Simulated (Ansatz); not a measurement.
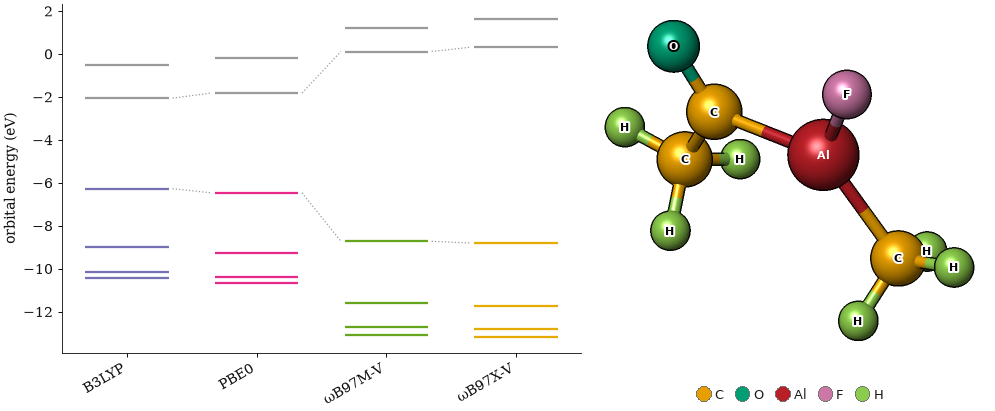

Frontier orbital energies of C₃H₆AlFO, SMILES C[C](=O)[Al]([CH3])[F], singlet at one geometry, def2-TZVPP, the Ansatz code, at a PBE0-D4/def2-TZVP geometry (no frequency check). Empty levels are grey, levels within 0.1 eV stand side by side; all columns show the same few orbitals around the gap. Dotted lines join the HOMOs and the LUMOs.

How do the frontier levels move from column to column?

Answer. The separation grows from 4.21 eV (B3LYP) to 9.12 eV (ωB97X-V).

| level | HOMO (eV) | LUMO (eV) | separation (eV) |
| --- | --- | --- | --- |
| B3LYP | −6.27 | −2.06 | 4.21 |
| PBE0 | −6.47 | −1.82 | 4.65 |
| ωB97M-V | −8.72 | 0.11 | 8.84 |
| ωB97X-V | −8.80 | 0.32 | 9.12 |

Caveats, for all or some of the runs: empty levels above zero depend strongly on the basis; one conformer of a flexible molecule.
